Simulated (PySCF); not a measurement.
## Si$_{3}$N$_{2}$H$_{10}$: geometry relaxation (part 2 of 2)

Si$_{3}$N$_{2}$H$_{10}$, SMILES [SiH3]N[SiH2]N[SiH3]; PBE0-D3(BJ)/def2-SVP geometry optimisation, gas phase (PySCF 2.14.0). 

Geometry of the input (Å):
```
Si -2.9910  -0.2267  -0.3146
N  -1.4002  0.3830  -0.1670
Si 0.0291  -0.5598  -0.0595
N  1.3425  0.5903  0.2481
Si 3.0020  0.2592  0.3152
H  -3.2169  -1.1757  0.7430
H  -3.8616  0.9718  -0.1637
H  -3.2353  -0.8296  -1.6264
H  -1.2528  1.3325  -0.4789
H  0.3967  -1.2539  -1.2823
H  -0.1637  -1.5138  1.0509
H  1.0175  1.4168  0.7491
H  3.6226  1.5884  0.3821
H  3.3508  -0.5330  1.5081
H  3.3495  -0.4750  -0.8895
```

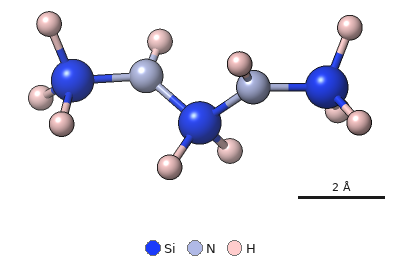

Figure 1. The geometry at step 14 of the log (ball-and-stick view, seen at a tilt).

## Trajectory as extended XYZ, continued
```
15
Properties=species:S:1:pos:R:3:forces:R:3 step=10 energy=-26754.95224
Si   -2.9914   -0.0360   -0.3027    0.0301   0.0042   0.0046
N    -1.2966    0.1834   -0.6429   -0.0336  -0.0023   0.0339
Si    0.0638   -0.7272   -0.0620    0.0120   0.0251   0.0013
N     1.2537    0.2901    0.6910    0.0334   0.0160  -0.0332
Si    2.9540    0.4409    0.3390   -0.0473  -0.0038   0.0046
H    -3.1216   -0.7068    1.0252    0.0007   0.0009  -0.0144
H    -3.6620    1.3004   -0.2651   -0.0093  -0.0019   0.0053
H    -3.7121   -0.8692   -1.3177   -0.0057   0.0031  -0.0034
H    -1.0794    0.9120   -1.3192    0.0093  -0.0064  -0.0135
H     0.8069   -1.4232   -1.1553    0.0017  -0.0104   0.0106
H    -0.5285   -1.7211    0.8824   -0.0086  -0.0149  -0.0105
H     0.9215    0.8390    1.4808   -0.0010  -0.0115   0.0095
H     3.3742    1.8630    0.5335    0.0089   0.0024  -0.0046
H     3.8309   -0.4071    1.2080    0.0073   0.0031   0.0060
H     3.1760    0.0360   -1.0805    0.0022  -0.0037   0.0038
15
Properties=species:S:1:pos:R:3:forces:R:3 step=11 energy=-26754.95329
Si   -2.9892   -0.0313   -0.3029    0.0276   0.0002   0.0012
N    -1.2930    0.1761   -0.6418   -0.0107   0.0020   0.0382
Si    0.0648   -0.7402   -0.0620    0.0004   0.0227  -0.0013
N     1.2516    0.2825    0.6889    0.0312   0.0193  -0.0359
Si    2.9514    0.4450    0.3387   -0.0580  -0.0110   0.0056
H    -3.1201   -0.7601    0.9935   -0.0002  -0.0004  -0.0092
H    -3.6429    1.3102   -0.1991   -0.0081  -0.0019   0.0028
H    -3.7264   -0.8072   -1.3507   -0.0052   0.0050  -0.0052
H    -1.0653    0.9189   -1.2991   -0.0040  -0.0122  -0.0190
H     0.8096   -1.4400   -1.1514    0.0013  -0.0051   0.0045
H    -0.5308   -1.7360    0.8785   -0.0028  -0.0073  -0.0043
H     0.9086    0.8468    1.4633    0.0073  -0.0149   0.0158
H     3.3520    1.8802    0.4699    0.0096   0.0016  -0.0026
H     3.8351   -0.3508    1.2490    0.0074   0.0052   0.0066
H     3.1838   -0.0199   -1.0604    0.0041  -0.0032   0.0029
15
Properties=species:S:1:pos:R:3:forces:R:3 step=12 energy=-26754.95407
Si   -2.9913   -0.0326   -0.3032    0.0081  -0.0062  -0.0032
N    -1.2942    0.1788   -0.6312    0.0179   0.0129   0.0316
Si    0.0652   -0.7413   -0.0604   -0.0123   0.0049  -0.0022
N     1.2525    0.2878    0.6809    0.0071   0.0200  -0.0286
Si    2.9533    0.4434    0.3369   -0.0294  -0.0107   0.0056
H    -3.1249   -0.8226    0.9559    0.0001  -0.0031  -0.0009
H    -3.6419    1.3041   -0.1339   -0.0024  -0.0010   0.0018
H    -3.7321   -0.7530   -1.3876   -0.0016   0.0063  -0.0051
H    -1.0611    0.9352   -1.2711   -0.0131  -0.0150  -0.0223
H     0.8073   -1.4459   -1.1486   -0.0001   0.0027  -0.0033
H    -0.5280   -1.7407    0.8784    0.0029   0.0027   0.0038
H     0.9039    0.8673    1.4416    0.0122  -0.0168   0.0186
H     3.3507    1.8843    0.4029    0.0053   0.0003  -0.0022
H     3.8328   -0.3048    1.2908    0.0029   0.0056   0.0051
H     3.1972   -0.0859   -1.0370    0.0024  -0.0025   0.0014
15
Properties=species:S:1:pos:R:3:forces:R:3 step=13 energy=-26754.95489
Si   -2.9954   -0.0369   -0.3021   -0.0159  -0.0085  -0.0090
N    -1.2982    0.1874   -0.6175    0.0362   0.0226   0.0194
Si    0.0645   -0.7350   -0.0587   -0.0157  -0.0172  -0.0028
N     1.2550    0.2992    0.6702   -0.0221   0.0176  -0.0144
Si    2.9575    0.4390    0.3340    0.0146  -0.0058   0.0052
H    -3.1286   -0.8878    0.9159    0.0006  -0.0057   0.0065
H    -3.6507    1.2879   -0.0680    0.0037  -0.0001   0.0026
H    -3.7342   -0.7025   -1.4225    0.0026   0.0059  -0.0035
H    -1.0648    0.9530   -1.2465   -0.0159  -0.0157  -0.0213
H     0.8012   -1.4439   -1.1479   -0.0025   0.0098  -0.0099
H    -0.5233   -1.7374    0.8806    0.0078   0.0120   0.0106
H     0.9059    0.8894    1.4225    0.0120  -0.0159   0.0182
H     3.3612    1.8801    0.3346   -0.0013  -0.0012  -0.0031
H     3.8277   -0.2632    1.3309   -0.0033   0.0043   0.0023
H     3.2116   -0.1553   -1.0108   -0.0006  -0.0021  -0.0007
15
Properties=species:S:1:pos:R:3:forces:R:3 step=14 energy=-26754.95604
Si   -2.9994   -0.0406   -0.2990   -0.0335  -0.0064  -0.0126
N    -1.3029    0.1963   -0.6057    0.0364   0.0263   0.0024
Si    0.0635   -0.7262   -0.0572   -0.0109  -0.0342  -0.0014
N     1.2581    0.3106    0.6610   -0.0433   0.0111   0.0028
Si    2.9615    0.4352    0.3296    0.0560   0.0025   0.0044
H    -3.1285   -0.9573    0.8701    0.0002  -0.0066   0.0109
H    -3.6589    1.2672    0.0091    0.0077   0.0003   0.0044
H    -3.7393   -0.6417   -1.4549    0.0068   0.0034  -0.0010
H    -1.0727    0.9641   -1.2334   -0.0116  -0.0128  -0.0157
H     0.7941   -1.4376   -1.1489   -0.0053   0.0141  -0.0135
H    -0.5180   -1.7299    0.8849    0.0099   0.0170   0.0141
H     0.9127    0.9036    1.4129    0.0072  -0.0123   0.0132
H     3.3722    1.8728    0.2551   -0.0072  -0.0023  -0.0047
H     3.8235   -0.2118    1.3704   -0.0094   0.0011  -0.0005
H     3.2233   -0.2306   -0.9795   -0.0030  -0.0011  -0.0027
15
Properties=species:S:1:pos:R:3:forces:R:3 step=15 energy=-26754.95724
Si   -3.0009   -0.0394   -0.2939   -0.0306  -0.0007  -0.0095
N    -1.3052    0.1979   -0.6049    0.0157   0.0186  -0.0111
Si    0.0627   -0.7223   -0.0570    0.0005  -0.0318   0.0010
N     1.2604    0.3120    0.6603   -0.0397   0.0023   0.0144
Si    2.9626    0.4364    0.3248    0.0630   0.0083   0.0016
H    -3.1239   -1.0065    0.8346   -0.0012  -0.0040   0.0094
H    -3.6546    1.2549    0.0783    0.0067  -0.0003   0.0054
H    -3.7506   -0.5824   -1.4719    0.0079  -0.0004   0.0005
H    -1.0796    0.9565   -1.2455   -0.0019  -0.0066  -0.0064
H     0.7901   -1.4322   -1.1518   -0.0057   0.0118  -0.0107
H    -0.5153   -1.7234    0.8894    0.0070   0.0133   0.0111
H     0.9206    0.8949    1.4227    0.0002  -0.0062   0.0047
H     3.3700    1.8705    0.1864   -0.0081  -0.0024  -0.0053
H     3.8247   -0.1580    1.3964   -0.0110  -0.0023  -0.0015
H     3.2284   -0.2849   -0.9535   -0.0029   0.0003  -0.0035
15
Properties=species:S:1:pos:R:3:forces:R:3 step=16 energy=-26754.95795
Si   -2.9989   -0.0329   -0.2892   -0.0105   0.0028  -0.0036
N    -1.3035    0.1896   -0.6156   -0.0063   0.0053  -0.0094
Si    0.0630   -0.7273   -0.0582    0.0067  -0.0128   0.0021
N     1.2604    0.3012    0.6684   -0.0148  -0.0025   0.0098
Si    2.9598    0.4430    0.3221    0.0307   0.0068   0.0003
H    -3.1196   -1.0121    0.8295   -0.0008   0.0001   0.0034
H    -3.6376    1.2619    0.1063    0.0020  -0.0008   0.0041
H    -3.7625   -0.5533   -1.4682    0.0039  -0.0019   0.0006
H    -1.0799    0.9335   -1.2738    0.0047  -0.0016  -0.0005
H     0.7916   -1.4327   -1.1547   -0.0031   0.0047  -0.0042
H    -0.5168   -1.7239    0.8912    0.0017   0.0042   0.0041
H     0.9240    0.8677    1.4446   -0.0033  -0.0016  -0.0004
H     3.3522    1.8790    0.1617   -0.0036  -0.0011  -0.0038
H     3.8306   -0.1281    1.3989   -0.0055  -0.0026  -0.0007
H     3.2265   -0.2915   -0.9486   -0.0017   0.0011  -0.0018
15
Properties=species:S:1:pos:R:3:forces:R:3 step=17 energy=-26754.95821
Si   -2.9953   -0.0258   -0.2866    0.0026   0.0027  -0.0003
N    -1.3002    0.1790   -0.6269   -0.0113  -0.0013  -0.0028
Si    0.0638   -0.7360   -0.0594    0.0045   0.0002   0.0012
N     1.2592    0.2880    0.6771    0.0028  -0.0018   0.0021
Si    2.9556    0.4499    0.3212    0.0024   0.0025   0.0005
H    -3.1166   -1.0003    0.8364   -0.0001   0.0014  -0.0001
H    -3.6194    1.2755    0.1113   -0.0010  -0.0007   0.0017
H    -3.7710   -0.5425   -1.4590    0.0004  -0.0011   0.0004
H    -1.0751    0.9135   -1.2950    0.0045  -0.0002   0.0005
H     0.7958   -1.4380   -1.1556   -0.0010   0.0001  -0.0004
H    -0.5202   -1.7298    0.8900   -0.0004  -0.0011   0.0000
H     0.9224    0.8439    1.4607   -0.0025  -0.0003  -0.0008
H     3.3317    1.8901    0.1599    0.0002  -0.0001  -0.0016
H     3.8363   -0.1144    1.3930   -0.0007  -0.0010   0.0000
H     3.2222   -0.2792   -0.9526   -0.0005   0.0007  -0.0005
```

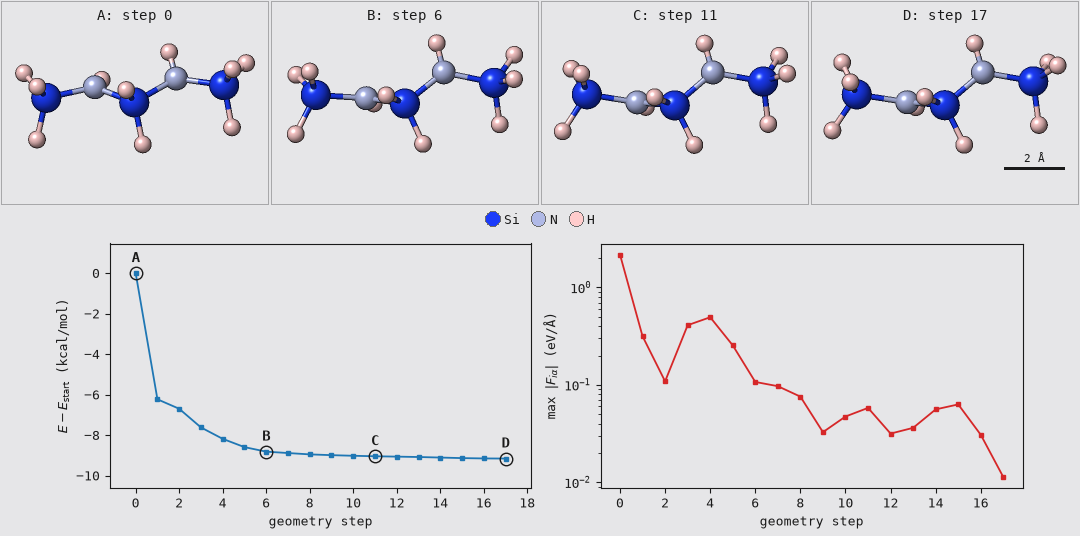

Figure 2. Frames of the relaxation (ball-and-stick view, seen at a tilt) above the curves, on which the letters mark them (steps are counted from 0).

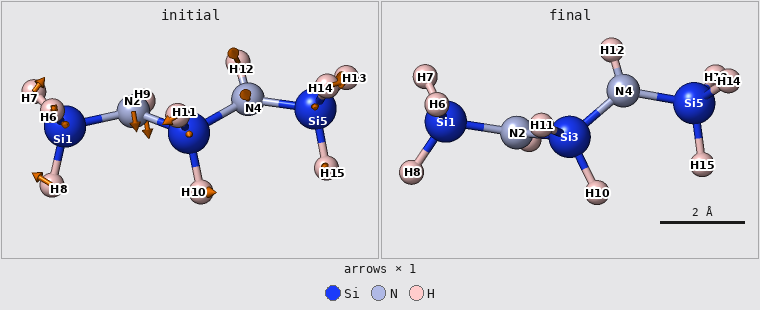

Figure 3. Before (left) and after (right) the relaxation, at one scale (ball-and-stick view, seen at a tilt). The orange arrows give the displacements, at true length. The atom that moves furthest after the best rigid fit is H9 (0.94 Å). By element the largest moves are H 0.94 Å, N 0.54 Å, Si 0.21 Å. Distances before and after: Si1–H6 1.439 → 1.492 Å, N4–Si5 1.694 → 1.741 Å, Si3–H10 1.453 → 1.493 Å, Si3–N4 1.773 → 1.738 Å. Among the angles that change: N4–Si5–H13 103.8° → 110.9°, N2–Si3–N4 105.8° → 111.6°, Si1–N2–Si3 125.8° → 129.7°. The energy falls by 9.16 kcal/mol in 17 geometry steps. The largest force component goes from 2.2 to 0.011 eV/Å. (Atoms are counted from 1 in the order of the input.)

## Summary

- outcome: converged
- total energy: −983.226587 hartree
- dipole moment: 1.08 D
- point group: C2
- hardware: 1 CPU thread, shared host
- wall time: 3.5 min
- peak memory: 0.7 GiB
